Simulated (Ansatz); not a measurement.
Run report: AlHBrCl3, molecular dynamics (part 3 of 3)

The same run, continued: AlHBrCl3; RKS BLYP-D4/def2-SVP (Ansatz 0.2.0). 

Geometry of the input (Å):
```
Al -0.3442  0.4264  -0.2661
Cl 1.7678  -0.2819  -0.5475
Cl -1.5668  -0.0989  -1.8646
Cl -0.4281  2.3333  0.5600
H  0.9935  -1.0921  0.6289
Br -0.4223  -1.2869  1.4892
```

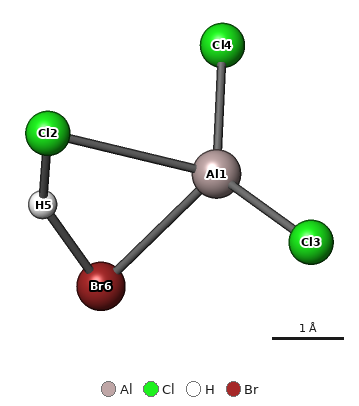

Figure 1. The geometry at step 49 of the log (ball-and-stick view, seen at a tilt; atoms are numbered from 1 in the order of the input).

Trajectory as extended XYZ, continued:
```
6
Properties=species:S:1:pos:R:3:forces:R:3 step=37 time_fs=37.0 energy=-114210.72957 temperature=589.8
Al   -0.4797    0.4579   -0.2417   -0.7046  -0.4676  -0.8820
Cl    1.9186   -0.2749   -0.3823    0.1835   0.7777  -1.0774
Cl   -1.6641   -0.1752   -2.0319    0.9298   0.6414   1.4388
Cl   -0.1204    2.3701    0.6315   -0.4203  -0.3607  -0.3178
H     0.8833   -0.5312    0.5525    1.1858  -1.1616   0.9109
Br   -0.3385   -1.3924    1.5085   -1.1743   0.5708  -0.0724
6
Properties=species:S:1:pos:R:3:forces:R:3 step=38 time_fs=38.0 energy=-114210.74028 temperature=537.3
Al   -0.4839    0.4569   -0.2436   -0.7369  -0.4700  -0.6938
Cl    1.9251   -0.2773   -0.3734    0.5442   0.8428  -1.3642
Cl   -1.6672   -0.1712   -2.0326    0.9319   0.6347   1.4087
Cl   -0.1201    2.3733    0.6319   -0.4147  -0.4266  -0.3644
H     0.9162   -0.5359    0.5326    0.8542  -1.1881   1.1441
Br   -0.3376   -1.3905    1.5085   -1.1787   0.6072  -0.1304
6
Properties=species:S:1:pos:R:3:forces:R:3 step=39 time_fs=39.0 energy=-114210.77172 temperature=572.5
Al   -0.4872    0.4563   -0.2431   -0.6968  -0.4976  -0.5627
Cl    1.9309   -0.2793   -0.3636    0.8028   0.9029  -1.5832
Cl   -1.6698   -0.1673   -2.0330    0.9357   0.6299   1.3963
Cl   -0.1193    2.3761    0.6327   -0.4134  -0.4721  -0.3936
H     0.9497   -0.5514    0.5327    0.5591  -1.1814   1.2994
Br   -0.3378   -1.3885    1.5092   -1.1874   0.6183  -0.1562
6
Properties=species:S:1:pos:R:3:forces:R:3 step=40 time_fs=40.0 energy=-114210.84651 temperature=773.7
Al   -0.4899    0.4576   -0.2412   -0.5730  -0.5713  -0.4609
Cl    1.9371   -0.2800   -0.3554    0.8987   0.9468  -1.6890
Cl   -1.6718   -0.1628   -2.0312    0.9330   0.6247   1.3850
Cl   -0.1176    2.3785    0.6329   -0.4133  -0.4807  -0.4000
H     0.9900   -0.5862    0.5494    0.3427  -1.1332   1.3280
Br   -0.3383   -1.3856    1.5108   -1.1881   0.6136  -0.1631
6
Properties=species:S:1:pos:R:3:forces:R:3 step=41 time_fs=41.0 energy=-114210.95012 temperature=1004.4
Al   -0.4937    0.4581   -0.2406   -0.3919  -0.6405  -0.3226
Cl    1.9451   -0.2792   -0.3487    0.8900   0.9709  -1.7193
Cl   -1.6737   -0.1601   -2.0274    0.9134   0.6147   1.3499
Cl   -0.1145    2.3803    0.6332   -0.4209  -0.5002  -0.4135
H     1.0451   -0.6325    0.5779    0.1715  -1.0568   1.2852
Br   -0.3379   -1.3827    1.5127   -1.1621   0.6118  -0.1797
6
Properties=species:S:1:pos:R:3:forces:R:3 step=42 time_fs=42.0 energy=-114211.05857 temperature=985.3
Al   -0.4989    0.4578   -0.2411   -0.1789  -0.6824  -0.1999
Cl    1.9553   -0.2780   -0.3429    0.6801   0.9176  -1.5473
Cl   -1.6752   -0.1609   -2.0230    0.8833   0.6038   1.3081
Cl   -0.1114    2.3812    0.6328   -0.4372  -0.5236  -0.4271
H     1.0967   -0.6893    0.6114    0.1698  -0.9179   1.0597
Br   -0.3376   -1.3807    1.5144   -1.1172   0.6024  -0.1935
6
Properties=species:S:1:pos:R:3:forces:R:3 step=43 time_fs=43.0 energy=-114211.14284 temperature=643.7
Al   -0.5056    0.4585   -0.2424    0.0389  -0.6980  -0.1322
Cl    1.9648   -0.2773   -0.3388    0.3213   0.7675  -1.1912
Cl   -1.6769   -0.1626   -2.0211    0.8532   0.5958   1.2810
Cl   -0.1092    2.3823    0.6322   -0.4599  -0.5467  -0.4368
H     1.1317   -0.7438    0.6487    0.3172  -0.6990   0.6704
Br   -0.3374   -1.3787    1.5158   -1.0708   0.5804  -0.1911
6
Properties=species:S:1:pos:R:3:forces:R:3 step=44 time_fs=44.0 energy=-114211.18478 temperature=975.8
Al   -0.5141    0.4598   -0.2434    0.2496  -0.6863  -0.1077
Cl    1.9735   -0.2778   -0.3349   -0.0406   0.5840  -0.7998
Cl   -1.6797   -0.1636   -2.0210    0.8253   0.5901   1.2691
Cl   -0.1061    2.3834    0.6337   -0.4896  -0.5776  -0.4494
H     1.1537   -0.7810    0.6950    0.4903  -0.4570   0.2561
Br   -0.3364   -1.3748    1.5174   -1.0350   0.5468  -0.1681
6
Properties=species:S:1:pos:R:3:forces:R:3 step=45 time_fs=45.0 energy=-114211.19864 temperature=864.2
Al   -0.5235    0.4616   -0.2434    0.4568  -0.6827  -0.1099
Cl    1.9821   -0.2786   -0.3302   -0.3380   0.4119  -0.4536
Cl   -1.6816   -0.1636   -2.0209    0.7927   0.5824   1.2583
Cl   -0.1026    2.3824    0.6356   -0.5178  -0.5809  -0.4495
H     1.1715   -0.8174    0.7439    0.6099  -0.2301  -0.1145
Br   -0.3351   -1.3692    1.5193   -1.0036   0.4993  -0.1308
6
Properties=species:S:1:pos:R:3:forces:R:3 step=46 time_fs=46.0 energy=-114211.19389 temperature=848.7
Al   -0.5324    0.4644   -0.2448    0.6321  -0.6849  -0.0860
Cl    1.9906   -0.2787   -0.3251   -0.5221   0.2773  -0.2161
Cl   -1.6826   -0.1623   -2.0219    0.7603   0.5733   1.2407
Cl   -0.1017    2.3821    0.6372   -0.5396  -0.5816  -0.4524
H     1.1929   -0.8569    0.7834    0.6316  -0.0463  -0.3742
Br   -0.3336   -1.3641    1.5212   -0.9622   0.4623  -0.1120
6
Properties=species:S:1:pos:R:3:forces:R:3 step=47 time_fs=47.0 energy=-114211.18048 temperature=664.1
Al   -0.5406    0.4678   -0.2490    0.7660  -0.6700  -0.0008
Cl    1.9997   -0.2790   -0.3204   -0.6077   0.1885  -0.0906
Cl   -1.6831   -0.1597   -2.0233    0.7237   0.5601   1.2015
Cl   -0.1013    2.3830    0.6400   -0.5577  -0.6042  -0.4730
H     1.2144   -0.8900    0.8048    0.6038   0.0804  -0.5176
Br   -0.3314   -1.3597    1.5225   -0.9280   0.4451  -0.1194
6
Properties=species:S:1:pos:R:3:forces:R:3 step=48 time_fs=48.0 energy=-114211.17640 temperature=547.1
Al   -0.5470    0.4694   -0.2546    0.8596  -0.6380   0.1320
Cl    2.0068   -0.2806   -0.3168   -0.6137   0.1441  -0.0606
Cl   -1.6823   -0.1555   -2.0228    0.6748   0.5354   1.1284
Cl   -0.1002    2.3820    0.6428   -0.5692  -0.6262  -0.4989
H     1.2322   -0.9128    0.8080    0.5707   0.1509  -0.5680
Br   -0.3286   -1.3551    1.5226   -0.9222   0.4338  -0.1329
6
Properties=species:S:1:pos:R:3:forces:R:3 step=49 time_fs=49.0 energy=-114211.17791 temperature=708.8
Al   -0.5503    0.4707   -0.2609    0.9269  -0.6022   0.2615
Cl    2.0119   -0.2826   -0.3144   -0.5886   0.1235  -0.0886
Cl   -1.6816   -0.1491   -2.0223    0.6288   0.5066   1.0507
Cl   -0.0979    2.3796    0.6454   -0.5757  -0.6352  -0.5204
H     1.2421   -0.9348    0.7976    0.5525   0.1937  -0.5653
Br   -0.3249   -1.3497    1.5215   -0.9439   0.4137  -0.1379
6
Properties=species:S:1:pos:R:3:forces:R:3 step=50 time_fs=50.0 energy=-114211.18109 temperature=719.8
Al   -0.5527    0.4722   -0.2666    0.9773  -0.5772   0.3800
Cl    2.0167   -0.2852   -0.3145   -0.5586   0.0831  -0.1070
Cl   -1.6819   -0.1412   -2.0229    0.5943   0.4827   0.9880
Cl   -0.0944    2.3772    0.6486   -0.5803  -0.6404  -0.5419
H     1.2580   -0.9681    0.7809    0.5124   0.2574  -0.5662
Br   -0.3221   -1.3444    1.5193   -0.9452   0.3944  -0.1529
6
Properties=species:S:1:pos:R:3:forces:R:3 step=51 time_fs=51.0 energy=-114211.19674 temperature=932.1
Al   -0.5550    0.4729   -0.2704    0.9765  -0.5802   0.5289
Cl    2.0200   -0.2897   -0.3149   -0.4561   0.0467  -0.1503
Cl   -1.6826   -0.1323   -2.0230    0.5679   0.4628   0.9246
Cl   -0.0903    2.3740    0.6528   -0.5759  -0.6396  -0.5680
H     1.2944   -1.0039    0.7572    0.4106   0.3145  -0.5381
Br   -0.3210   -1.3392    1.5172   -0.9230   0.3958  -0.1972
6
Properties=species:S:1:pos:R:3:forces:R:3 step=52 time_fs=52.0 energy=-114211.22099 temperature=924.9
Al   -0.5566    0.4726   -0.2744    0.9446  -0.5844   0.7598
Cl    2.0221   -0.2948   -0.3134   -0.2476   0.0795  -0.2854
Cl   -1.6815   -0.1235   -2.0204    0.5257   0.4363   0.8198
Cl   -0.0865    2.3704    0.6595   -0.5648  -0.6499  -0.6094
H     1.3478   -1.0275    0.7297    0.2515   0.2957  -0.4223
Br   -0.3216   -1.3350    1.5153   -0.9093   0.4229  -0.2625
6
Properties=species:S:1:pos:R:3:forces:R:3 step=53 time_fs=53.0 energy=-114211.23430 temperature=1038.2
Al   -0.5582    0.4716   -0.2796    0.9398  -0.5694   1.0322
Cl    2.0233   -0.2994   -0.3109   -0.0087   0.1823  -0.4725
Cl   -1.6797   -0.1146   -2.0154    0.4574   0.3980   0.6731
Cl   -0.0827    2.3659    0.6674   -0.5561  -0.6676  -0.6560
H     1.4052   -1.0314    0.7188    0.0766   0.2013  -0.2610
Br   -0.3239   -1.3314    1.5131   -0.9088   0.4555  -0.3159
6
Properties=species:S:1:pos:R:3:forces:R:3 step=54 time_fs=54.0 energy=-114211.23131 temperature=915.3
Al   -0.5615    0.4705   -0.2847    0.9712  -0.5537   1.3029
Cl    2.0238   -0.3036   -0.3081    0.2072   0.2975  -0.6570
Cl   -1.6794   -0.1062   -2.0089    0.3722   0.3529   0.5070
Cl   -0.0788    2.3604    0.6738   -0.5504  -0.6737  -0.6935
H     1.4639   -1.0266    0.7244   -0.0833   0.0965  -0.1095
Br   -0.3258   -1.3279    1.5108   -0.9168   0.4805  -0.3499
6
Properties=species:S:1:pos:R:3:forces:R:3 step=55 time_fs=55.0 energy=-114211.21093 temperature=1115.7
Al   -0.5665    0.4685   -0.2907    1.0433  -0.5220   1.6114
Cl    2.0243   -0.3069   -0.3061    0.3942   0.3964  -0.8240
Cl   -1.6800   -0.0990   -2.0013    0.2646   0.2978   0.3100
Cl   -0.0731    2.3551    0.6775   -0.5524  -0.6881  -0.7329
H     1.5322   -1.0204    0.7387   -0.2265   0.0084   0.0217
Br   -0.3268   -1.3250    1.5097   -0.9233   0.5075  -0.3861
6
Properties=species:S:1:pos:R:3:forces:R:3 step=56 time_fs=56.0 energy=-114211.17726 temperature=946.8
Al   -0.5721    0.4641   -0.2969    1.1410  -0.4621   1.9348
Cl    2.0247   -0.3093   -0.3053    0.5399   0.4724  -0.9688
Cl   -1.6814   -0.0942   -1.9939    0.1478   0.2387   0.1032
Cl   -0.0655    2.3490    0.6806   -0.5636  -0.7175  -0.7791
H     1.6027   -1.0128    0.7552   -0.3330  -0.0615   0.1322
Br   -0.3268   -1.3222    1.5099   -0.9322   0.5300  -0.4224
6
Properties=species:S:1:pos:R:3:forces:R:3 step=57 time_fs=57.0 energy=-114211.13348 temperature=1223.1
Al   -0.5791    0.4595   -0.3039    1.2786  -0.3843   2.2915
Cl    2.0260   -0.3115   -0.3063    0.6325   0.4977  -1.0423
Cl   -1.6823   -0.0913   -1.9859    0.0039   0.1685  -0.1404
Cl   -0.0590    2.3427    0.6831   -0.5778  -0.7476  -0.8260
H     1.6737   -1.0075    0.7716   -0.3945  -0.0814   0.1743
Br   -0.3264   -1.3183    1.5103   -0.9426   0.5471  -0.4571
6
Properties=species:S:1:pos:R:3:forces:R:3 step=58 time_fs=58.0 energy=-114211.07433 temperature=1394.1
Al   -0.5881    0.4552   -0.3117    1.4516  -0.2995   2.7097
Cl    2.0283   -0.3143   -0.3075    0.7223   0.5305  -1.1334
Cl   -1.6823   -0.0878   -1.9772   -0.1783   0.0790  -0.4425
Cl   -0.0539    2.3366    0.6824   -0.5890  -0.7681  -0.8679
H     1.7547   -1.0056    0.7832   -0.4414  -0.1093   0.2338
Br   -0.3252   -1.3132    1.5113   -0.9652   0.5674  -0.4998
6
Properties=species:S:1:pos:R:3:forces:R:3 step=59 time_fs=59.0 energy=-114211.00417 temperature=1582.3
Al   -0.5990    0.4497   -0.3193    1.6497  -0.2019   3.1611
Cl    2.0318   -0.3178   -0.3090    0.8143   0.6509  -1.3635
Cl   -1.6834   -0.0838   -1.9684   -0.3893  -0.0263  -0.7868
Cl   -0.0503    2.3292    0.6792   -0.5978  -0.7791  -0.9022
H     1.8319   -1.0044    0.7820   -0.4806  -0.2333   0.4439
Br   -0.3236   -1.3076    1.5139   -0.9963   0.5895  -0.5526
6
Properties=species:S:1:pos:R:3:forces:R:3 step=60 time_fs=60.0 energy=-114210.92329 temperature=1344.7
Al   -0.6099    0.4459   -0.3259    1.8286  -0.1269   3.5814
Cl    2.0365   -0.3211   -0.3118    0.8876   0.9023  -1.8075
Cl   -1.6847   -0.0804   -1.9608   -0.5894  -0.1249  -1.1138
Cl   -0.0474    2.3216    0.6762   -0.6011  -0.7721  -0.9273
H     1.9060   -0.9934    0.7726   -0.5052  -0.4982   0.8834
Br   -0.3226   -1.3013    1.5173   -1.0206   0.6198  -0.6162
```

Key numbers:

- outcome: finished
- mean temperature over the second half: 931 K
- trajectory: 60 steps, 60 fs
- ensemble: nvt_langevin
- temperature in the input: 1500 K
- time step: 1.0 fs
- potential energy (last step): −114210.9236 eV
- mean-field energy (last step): −114210.4168 eV
- dispersion energy (last step): −0.5068 eV
- SCF solution under orbital rotations (last step): stable
- largest force (length of the vector) (last step): 4.023 eV/Å
- dipole moment (last step): 1.95 D
- hardware: 8 threads of Arm Neoverse V1, 23 GiB of memory available, shared host
- wall time: 40 s (CPU time 4.5 min)
- peak memory: 0.54 GiB

Notes:

So short a trajectory is not equilibrated. The logged temperature at the start can lie below the typed one, since it is counted over all degrees of freedom. The temperature stays far from the 1500 K of the thermostat over the second half: the run isn't equilibrated.
